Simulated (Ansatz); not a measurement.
ClFH5NSi2 (SMILES F[SiH2]N[SiH2]Cl)

Input file:

```
basis:
  gaussian: {orbitals: def2-TZVPD}
crystal:
  periodic: [false, false, false]
  atoms:
    - {symbol: Cl, position_ang: [1.739969, 0.412948, 2.408682]}
    - {symbol: F, position_ang: [-1.850756, 1.138946, -1.965158]}
    - {symbol: "N", position_ang: [0.220508, 1.449347, -0.156343]}
    - {symbol: Si, position_ang: [-0.511928, 0.446637, -1.355910]}
    - {symbol: Si, position_ang: [0.077672, 1.319905, 1.562965]}
    - {symbol: H, position_ang: [-0.925116, -0.822956, -0.708537]}
    - {symbol: H, position_ang: [0.417745, 0.265583, -2.499646]}
    - {symbol: H, position_ang: [0.826342, 2.191613, -0.499255]}
    - {symbol: H, position_ang: [-0.019122, 2.670149, 2.175717]}
    - {symbol: H, position_ang: [-1.103008, 0.469105, 1.857045]}
hamiltonian: {xc: {name: PBE0}}
output: {forces: true, orbitals: {seedname: orbitals}}
```

Run with:

```sh
ansatz run input.yaml --threads 2 --pin off --max-ram 4350MiB --events-out events.jsonl --progress --plain --runs-dir runs
```

Geometry: PBE0-D3(BJ)/def2-SVP.

The calculation used Ansatz, isolated molecule in a Gaussian basis; Kohn-Sham density functional theory, functional PBE0.

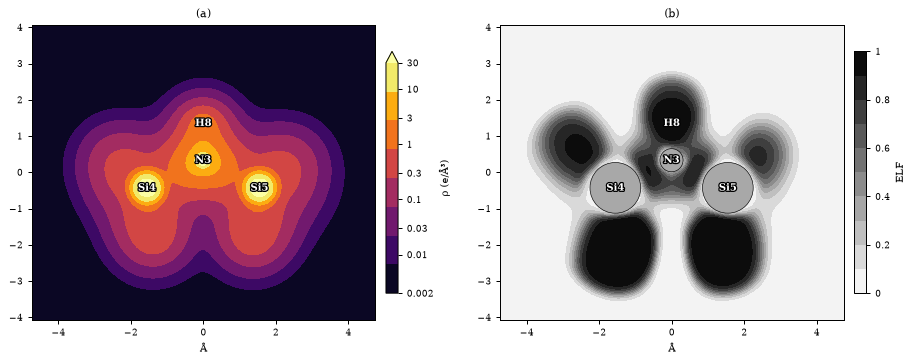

Figure 1. (a) total electron density; (b) ELF on the plane of atoms Si4, N3 and Si5. Grey discs cover the atomic cores in the ELF map.

> Read the bonding off the picture.

The section cuts through N, Si and H sites. Si–N (1.73 Å): ρ is about 1.1 e/Å³ halfway; the ELF peaks at about 0.90 between the atoms (a polar covalent bond). N–H (1.02 Å): the density is about 2.8 e/Å³ at the midpoint; the ELF climbs to about 1 towards the hydrogen, as it does in any bond to H (an ordinary covalent bond to hydrogen).

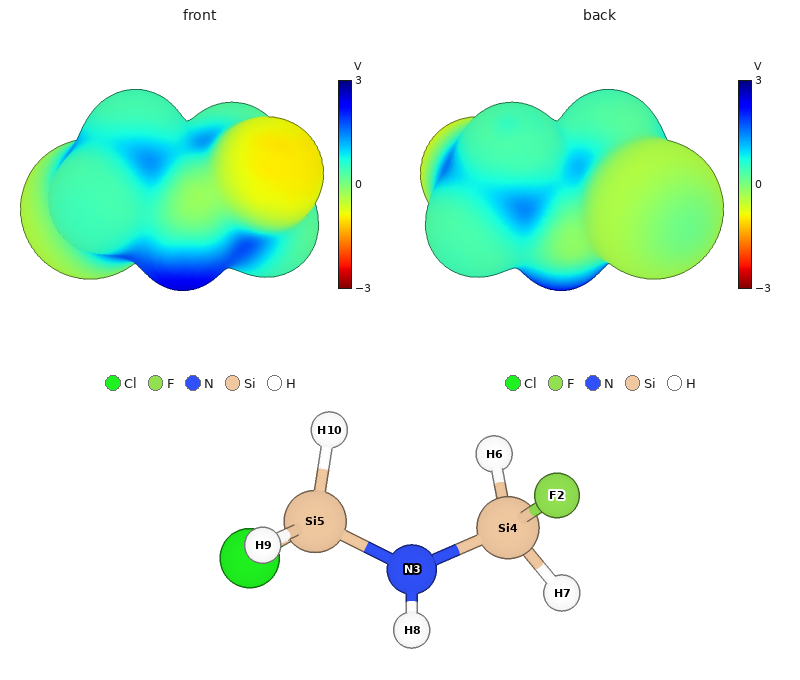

Figure 2. The electrostatic potential painted on the density surface at 0.002 e/bohr³, seen from the front and from behind; the colour scale runs from red (negative) to blue (positive). The bare structure is drawn below in the same view.

> Which sites attract a positive test charge, and which a negative one?

A positive charge is drawn to the negative regions and a negative charge to the positive ones. The most negative region (about −1.0 V, or −23 kcal/mol for a unit charge) lies over F2, the most positive (about +2.4 V, or +55 kcal/mol for a unit charge) over H8.

> How polar is the molecule by this calculation?

Its dipole moment is 0.93 D.

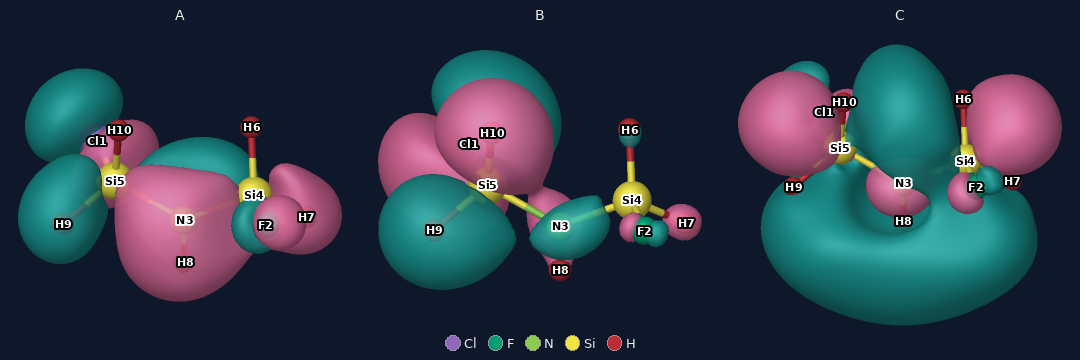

Figure 3. Three frontier orbitals at ±0.05 Å⁻³ᐟ² (teal and pink are the two phases), in no order.

> Order the three orbitals by energy and name them.

B is the HOMO−1 (−9.03 eV). By Hirshfeld shares it lies mainly on Cl1 (about 65 %), Si5 (about 15 %), H9 (about 10 %) and H10 (about 10 %). A is the HOMO (−8.61 eV). By Hirshfeld shares it lies mainly on N3 (about 55 %) and Cl1 (about 15 %). C is the LUMO (−0.31 eV). It lies mainly on Si5 (about 25 %), Si4 (about 20 %), H8 (about 20 %) and N3 (about 10 %).

> What is the HOMO–LUMO gap?

8.30 eV between the orbital energies.

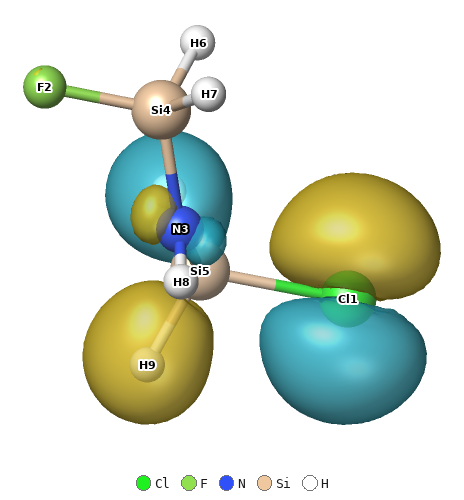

Figure 4. The HOMO−1 at ±0.1 Å⁻³ᐟ² (yellow and cyan are the two phases), seen at an oblique angle.

> What is the character of this orbital?

By Hirshfeld shares it lies mainly on Cl1 (about 65 %), Si5 (about 15 %), H9 (about 10 %) and H10 (about 10 %). Its energy is −9.03 eV.
